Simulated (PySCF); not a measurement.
# PO (Phosphorus monoxide): UM06-2X/cc-pVTZ

What is the vertical doublet–quartet gap of PO (Phosphorus monoxide) at UM06-2X/cc-pVTZ? Input form: a Python script.

Program for the calculation: PySCF 2.14.0.

4 further runs of the same task are left out: 4 set aside as unsound or not needed.

## 1. Starting point

PO: 2 atoms, total charge 0, spin state doublet. As SMILES, `O=[P]`. Geometry: relaxed at PBE0-D4/def2-TZVP.

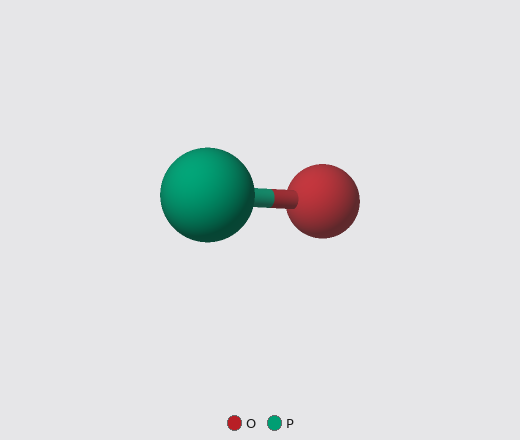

Viewed from a chosen angle; oxygen red, phosphorus teal.

## 2. The energy at UM06-2X/cc-pVTZ

File run.py:

```python
from pyscf import gto, dft

mol = gto.M(
    atom='''
O    0.000000   0.000000  -0.009450
P    0.000000   0.000000   1.464540
''',
    max_memory=1860,
    spin=1,
    basis='cc-pvtz',
    verbose=3,
)

mf = dft.UKS(mol)
mf.xc = 'm06-2x'
mf.grids.level = 5
mf.conv_tol = 1e-10
mf.kernel()
if not mf.converged:
    mf = mf.newton().run(mf.mo_coeff, mf.mo_occ)

e_final = mf.e_tot
print('Final energy', e_final)
```

The run is started by

```bash
$ OMP_NUM_THREADS=1 python run.py
```

What it wrote:

```text
converged SCF energy = -416.534289643529  <S^2> = 0.75354432  2S+1 = 2.0035412
Final energy -416.5342896435292
```

Run time: 15 s. Hardware: 1 thread of Arm Neoverse V2, shared host; peak memory 0.34 GiB.

## 3. The quartet at the same level

File input.py:

```python
from pyscf import gto, dft

molecule = gto.Mole()
molecule.atom = '''
O        0.000000       0.000000      -0.009450
P        0.000000       0.000000       1.464540
'''
molecule.spin = 3
molecule.basis = 'cc-pvtz'
molecule.verbose = 3
molecule.max_memory = 1860
molecule.build()

mf = dft.UKS(molecule, xc='m06-2x')
mf.grids.level = 5
mf.conv_tol = 1e-10
mf.kernel()
if not mf.converged:
    mf = mf.newton().run(mf.mo_coeff, mf.mo_occ)

etot = mf.e_tot
print('E(%s) = %.9f' % ('M06-2X', etot))
```

The run is started by

```bash
$ OMP_NUM_THREADS=1 python input.py
```

What it wrote:

```text
WARN: HOMO -0.140557556195116 >= LUMO -0.425810602149337

converged SCF energy = -416.375831253612  <S^2> = 3.7634436  2S+1 = 4.0067161
E(M06-2X) = -416.375831254
```

Run time: 14 s. Hardware: 1 thread of Arm Neoverse V2, shared host; peak memory 0.34 GiB.

## 4. Outcome

Level: UM06-2X/cc-pVTZ.

| quantity | value |
| --- | --- |
| doublet: total energy | -416.53429 Eh |
| doublet: dipole moment | 2.21 D |
| doublet: HOMO energy (highest over α and β) | -6.68 eV |
| doublet: LUMO energy (lowest over α and β) | -2.26 eV |
| doublet: ⟨S²⟩ | 0.754 |
| quartet: total energy | -416.37583 Eh |
| quartet: dipole moment | 2.01 D |
| quartet: HOMO energy (highest over α and β) | -7.41 eV |
| quartet: LUMO energy (lowest over α and β) | -6.21 eV |
| quartet: ⟨S²⟩ | 3.763 |
| vertical energy of the quartet above the doublet | 4.312 eV |

What this shows: At this shape the quartet lies 4.31 eV (99 kcal/mol) above the doublet.
